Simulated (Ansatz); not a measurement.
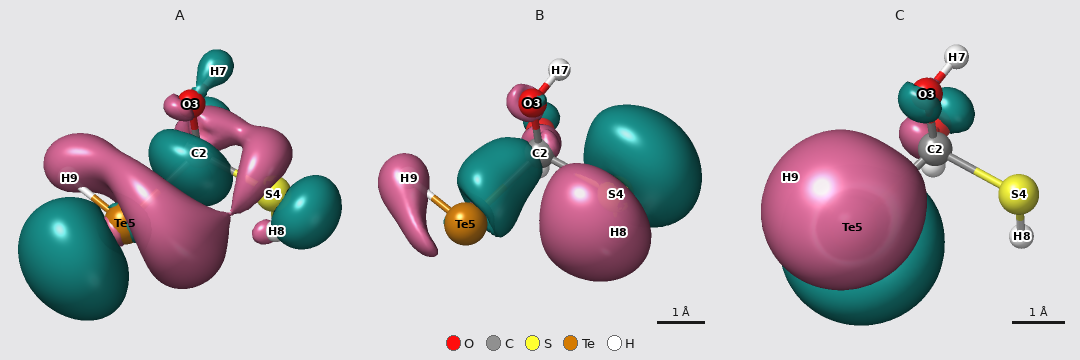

Figure. CH$_{4}$O$_{2}$STe. Three frontier orbitals at ±0.08 Å⁻³ᐟ² (teal and pink are the two phases), in no order.

Core potentials replace the inner electrons of Te.

These are results of RKS PBE-D4/def2-SVP in Ansatz 0.2.0, not measurements.

```yaml
atoms:
  - { symbol: O, position_ang: [-0.3149, 0.3089, -1.1972] }
  - { symbol: C, position_ang: [0.2978, -0.0425, -0.0101] }
  - { symbol: O, position_ang: [1.5741, 0.4530, -0.0014] }
  - { symbol: S, position_ang: [0.4085, -1.9288, 0.2426] }
  - { symbol: Te, position_ang: [-0.8032, 0.6869, 1.7932] }
  - { symbol: H, position_ang: [-1.2657, 0.0940, -1.1335] }
  - { symbol: H, position_ang: [1.9416, 0.2842, -0.8967] }
  - { symbol: H, position_ang: [-0.8983, -2.1842, -0.0498] }
  - { symbol: H, position_ang: [-0.8513, 2.2822, 1.2356] }
```

### Which picture is the HOMO−1, the HOMO and the LUMO?

B is the HOMO−1 (−5.87 eV). It lies mainly on S4 (about 75 %) and Te5 (about 10 %); largely a lone pair of S4. C is the HOMO (−5.20 eV). It lies mainly on Te5 (about 90 %). A is the LUMO (−1.90 eV). Its weight (Hirshfeld) is mainly on Te5 (about 55 %), C2 (about 20 %) and S4 (about 10 %).

### What is the HOMO–LUMO gap?

3.30 eV between the orbital energies.
